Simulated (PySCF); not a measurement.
# B2O2 (diboron dioxide) at CCSD(T)/aug-cc-pVDZ

What is the vertical electron affinity of B2O2 (diboron dioxide) at CCSD(T)/aug-cc-pVDZ? The job is set up through a Python script.

The results are computed with PySCF 2.14.0.

1 further run of the same task is left out (set aside as unsound or not needed).

## Step 1: Starting point

B2O2: 4 atoms, total charge 0, spin state singlet. SMILES: `O=BB=O`. Geometry: relaxed at PBE0-D4/def2-TZVP.

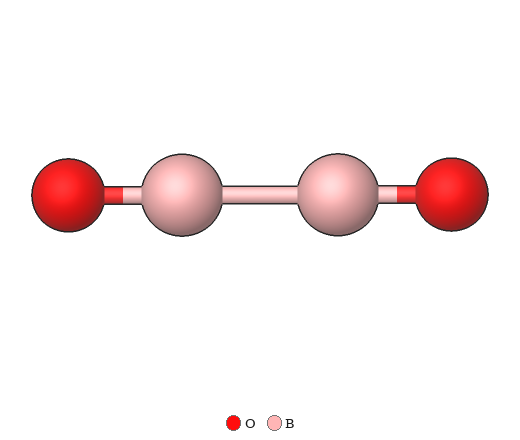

Viewed from a chosen angle; oxygen red, boron pink.

## Step 2: A single-point energy at CCSD(T)/aug-cc-pVDZ

Input file input.py:

```python
# diboron dioxide
from pyscf import gto, scf, cc

molecule = gto.M(
    atom='''
O       -0.743090       0.459760       1.817650
B       -0.302300       0.187070       0.739120
B        0.302150      -0.186920      -0.739220
O        0.743230      -0.459920      -1.817550
''',
    max_memory=1860,
    basis='aug-cc-pvdz',
    verbose=4,
    spin=0,
)

myscf = scf.RHF(molecule)
myscf.conv_tol = 1e-10
myscf.kernel()
if not myscf.converged:
    myscf = myscf.newton().run(myscf.mo_coeff, myscf.mo_occ)

mycc = cc.CCSD(myscf, frozen=4)
mycc.kernel()
e_t = mycc.ccsd_t()
e_tot = mycc.e_tot + e_t
print('Final energy', e_tot)
```

Started as:

```sh
OMP_NUM_THREADS=1 python input.py
```

Standard output:

```text
PySCF version 2.14.0

[INPUT] num. atoms = 4
[INPUT] num. electrons = 26
[INPUT] charge = 0
[INPUT] spin (= nelec alpha-beta = 2S) = 0
[INPUT] symmetry False subgroup None
[INPUT] Mole.unit = angstrom
[INPUT] Symbol           X                Y                Z      unit          X                Y                Z       unit  Magmom
[INPUT]  1 O     -0.743090000000   0.459760000000   1.817650000000 AA   -1.404236585903   0.868820483030   3.434860690316 Bohr   0.0
[INPUT]  2 B     -0.302300000000   0.187070000000   0.739120000000 AA   -0.571264207456   0.353511066122   1.396734373189 Bohr   0.0
[INPUT]  3 B      0.302150000000  -0.186920000000  -0.739220000000 AA    0.570980748537  -0.353227607204  -1.396923345801 Bohr   0.0
[INPUT]  4 O      0.743230000000  -0.459920000000  -1.817550000000 AA    1.404501147560  -0.869122839210  -3.434671717703 Bohr   0.0

nuclear repulsion = 66.762222962541
number of shells = 32
number of NR pGTOs = 140
number of NR cGTOs = 92
basis = aug-cc-pvdz
ecp = {}

******** <class 'pyscf.scf.hf.RHF'> ********
method = RHF
initial guess = minao
damping factor = 0
level_shift factor = 0
DIIS = <class 'pyscf.scf.diis.CDIIS'>
diis_start_cycle = 1
diis_space = 8
diis_damp = 0
SCF conv_tol = 1e-10
SCF conv_tol_grad = None
SCF max_cycles = 50
direct_scf = True
direct_scf_tol = 1e-13
Set gradient conv threshold to 1e-05
Initial guess from minao.
init E= -199.580043301099
  HOMO = -0.518240491203298  LUMO = -0.0182342188590467  gap/eV = 13.60586
cycle= 1 E= -198.958510150281  delta_E= 0.622  |g|= 0.984  |ddm|= 4.48
  HOMO = -0.459146351476023  LUMO = -0.0284078648213972  gap/eV = 11.72099
cycle= 2 E= -199.001968291833  delta_E= -0.0435  |g|= 1.03  |ddm|= 2.19
  HOMO = -0.551482956428074  LUMO = 0.00762782422207866  gap/eV = 15.21418
cycle= 3 E= -199.205905129364  delta_E= -0.204  |g|= 0.0574  |ddm|= 1.28
  HOMO = -0.539995085435547  LUMO = 0.023819480299377  gap/eV = 15.34218
cycle= 4 E= -199.207511884605  delta_E= -0.00161  |g|= 0.0166  |ddm|= 0.192
  HOMO = -0.541609796804421  LUMO = 0.0225223351377734  gap/eV = 15.35082
cycle= 5 E= -199.207653319938  delta_E= -0.000141  |g|= 0.00517  |ddm|= 0.0485
  HOMO = -0.541291978853984  LUMO = 0.0225398058317662  gap/eV = 15.34264
cycle= 6 E= -199.207666259752  delta_E= -1.29e-05  |g|= 0.00104  |ddm|= 0.0177
  HOMO = -0.541405296011038  LUMO = 0.0226314681702129  gap/eV = 15.34822
cycle= 7 E= -199.207666662846  delta_E= -4.03e-07  |g|= 0.000174  |ddm|= 0.00501
  HOMO = -0.541382505643143  LUMO = 0.0226511182039345  gap/eV = 15.34814
cycle= 8 E= -199.207666673434  delta_E= -1.06e-08  |g|= 2.31e-05  |ddm|= 0.000655
  HOMO = -0.541385370320291  LUMO = 0.022650086290081  gap/eV = 15.34819
cycle= 9 E= -199.207666673743  delta_E= -3.09e-10  |g|= 3.13e-06  |ddm|= 6.5e-05
  HOMO = -0.541385443599482  LUMO = 0.0226500894147957  gap/eV = 15.34819
cycle= 10 E= -199.207666673748  delta_E= -4.49e-12  |g|= 2.06e-06  |ddm|= 1.99e-05
  HOMO = -0.541385448143293  LUMO = 0.0226500967882744  gap/eV = 15.34819
Extra cycle  E= -199.207666673747  delta_E= 3.98e-13  |g|= 1.75e-06  |ddm|= 4.02e-06
converged SCF energy = -199.207666673747

******** <class 'pyscf.cc.ccsd.CCSD'> ********
CC2 = 0
CCSD nocc = 9, nmo = 88
frozen orbitals 4
max_cycle = 50
direct = 0
conv_tol = 1e-07
conv_tol_normt = 1e-05
diis_space = 6
diis_start_cycle = 0
diis_start_energy_diff = 1e+09
Init t2, MP2 energy = -199.749337287471  E_corr(MP2) -0.541670613723768
Init E_corr(CCSD) = -0.541670613724474
cycle = 1  E_corr(CCSD) = -0.519005638458303  dE = 0.0226649753  norm(t1,t2) = 0.0961347
cycle = 2  E_corr(CCSD) = -0.543062852473169  dE = -0.024057214  norm(t1,t2) = 0.0367444
cycle = 3  E_corr(CCSD) = -0.540658524676011  dE = 0.0024043278  norm(t1,t2) = 0.0246884
cycle = 4  E_corr(CCSD) = -0.5431659131493  dE = -0.00250738847  norm(t1,t2) = 0.00764837
cycle = 5  E_corr(CCSD) = -0.543481689530298  dE = -0.000315776381  norm(t1,t2) = 0.00153258
cycle = 6  E_corr(CCSD) = -0.54343516198204  dE = 4.65275483e-05  norm(t1,t2) = 0.000527335
cycle = 7  E_corr(CCSD) = -0.543381571262708  dE = 5.35907193e-05  norm(t1,t2) = 0.000149711
cycle = 8  E_corr(CCSD) = -0.543388451069583  dE = -6.87980688e-06  norm(t1,t2) = 5.55273e-05
cycle = 9  E_corr(CCSD) = -0.543390105482298  dE = -1.65441271e-06  norm(t1,t2) = 2.39516e-05
cycle = 10  E_corr(CCSD) = -0.543387864019809  dE = 2.24146249e-06  norm(t1,t2) = 6.64815e-06
cycle = 11  E_corr(CCSD) = -0.543388060887019  dE = -1.9686721e-07  norm(t1,t2) = 1.59709e-06
cycle = 12  E_corr(CCSD) = -0.54338793512217  dE = 1.25764849e-07  norm(t1,t2) = 6.96182e-07
cycle = 13  E_corr(CCSD) = -0.543387932317152  dE = 2.80501866e-09  norm(t1,t2) = 2.02788e-07
CCSD converged
E(CCSD) = -199.7510546060647  E_corr = -0.5433879323171515
CCSD(T) correction = -0.022532455107733
Final energy -199.77358706117238
```

Wall time 19 s (1 thread of Intel Xeon Platinum 8488C (Sapphire Rapids), shared host); peak memory 0.49 GiB.

## Step 3: The doublet anion at the same level

Input file calc.py:

```python
from pyscf import gto, scf, cc

molecule = gto.M(
    atom='O -0.743090 0.459760 1.817650; B -0.302300 0.187070 0.739120; B 0.302150 -0.186920 -0.739220; O 0.743230 -0.459920 -1.817550',
    spin=1,
    max_memory=1860,
    basis='aug-cc-pvdz',
    verbose=3,
    charge=-1,
)

mf = scf.UHF(molecule)
mf.conv_tol = 1e-10
mf.kernel()
if not mf.converged:
    mf = mf.newton().run(mf.mo_coeff, mf.mo_occ)

mycc = cc.CCSD(mf, frozen=4)
mycc.kernel()
e_t = mycc.ccsd_t()
e_tot = mycc.e_tot + e_t
print('E(%s) = %.9f' % ('CCSD(T)', e_tot))
```

Started as:

```sh
OMP_NUM_THREADS=1 python calc.py
```

Standard output:

```text
converged SCF energy = -199.199998778055  <S^2> = 0.7607991  2S+1 = 2.0107701
E(UCCSD) = -199.7475045395876  E_corr = -0.5475057615321308
UCCSD(T) correction = -0.0217632284956567
E(CCSD(T)) = -199.769267768
```

Wall time 1.9 min (1 thread of Intel Xeon Platinum 8488C (Sapphire Rapids), shared host); peak memory 2.6 GiB.

## Step 4: What came out

At CCSD(T)/aug-cc-pVDZ, 4 core orbitals frozen:

| quantity | value |
| --- | --- |
| singlet B2O2: total energy | -199.77359 Eh |
| singlet B2O2: dipole moment (Hartree–Fock density) | 0.00 D |
| singlet B2O2: HOMO energy (Hartree–Fock orbitals) | -14.73 eV |
| singlet B2O2: LUMO energy (Hartree–Fock orbitals) | 0.62 eV |
| singlet B2O2: HOMO–LUMO gap (Hartree–Fock orbitals) | 15.35 eV |
| singlet B2O2: correlation energy (4 core orbitals frozen) | -565.9 mEh |
| singlet B2O2: (T) correction | -22.53 mEh |
| singlet B2O2: T1 diagnostic | 0.023 |
| doublet anion: total energy | -199.76927 Eh |
| doublet anion: HOMO energy (Hartree–Fock orbitals) (highest over α and β) | -0.37 eV |
| doublet anion: LUMO energy (Hartree–Fock orbitals) (lowest over α and β) | 3.86 eV |
| doublet anion: correlation energy (4 core orbitals frozen) | -569.3 mEh |
| doublet anion: (T) correction | -21.76 mEh |
| doublet anion: ⟨S²⟩ of the reference determinant | 0.761 |
| doublet anion: T1 diagnostic | 0.023 |
| vertical electron affinity (to the doublet anion) | -0.118 eV |

The anion lies 0.12 eV (11.3 kJ/mol) above the neutral: the electron isn't bound at this level, and such a value depends on the basis. The T1 diagnostic (singlet B2O2) of 0.023 is above the customary mark for such species, so a single reference may not serve. The triples (singlet B2O2) make up 4.0 % of the correlation energy. The triples (doublet anion) make up 3.8 % of the correlation energy.
